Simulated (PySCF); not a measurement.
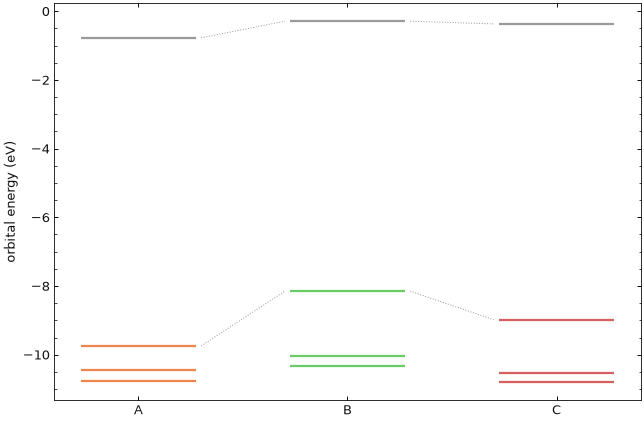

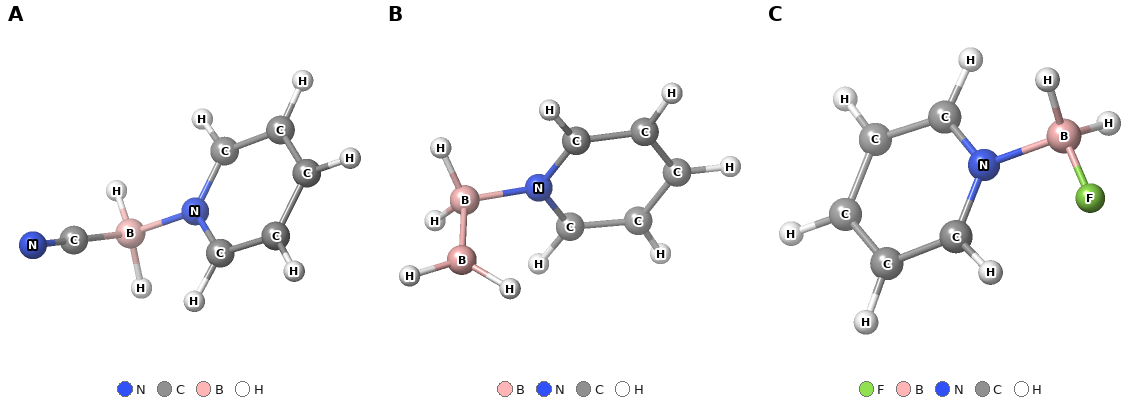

Related molecules: A is C₆H₇BN₂, SMILES N#C[BH2-][n+]1ccccc1; B is C₅H₉B₂N, SMILES B[BH2-][n+]1ccccc1; C is C₅H₇BFN, SMILES F[BH2-][n+]1ccccc1. Frontier orbital energies, ωB97X-D/def2-SVPD, PySCF, at a GFN2-xTB geometry (no frequency check); drawn are at most three filled levels and, in grey, the LUMO with any level within 0.03 eV of it; dotted lines join the HOMOs and the LUMOs.

**What does the change do to the frontier levels?**

From A to B the HOMO rises by 1.59 eV and the LUMO rises by 0.48 eV, so the separation goes from 8.97 to 7.86 eV. From A to C the HOMO rises by 0.76 eV and the LUMO rises by 0.41 eV, so the separation goes from 8.97 to 8.62 eV.

Limits of at least one run: one conformer of a flexible molecule; the tight-binding geometry is rougher than a DFT one and adds to the error.
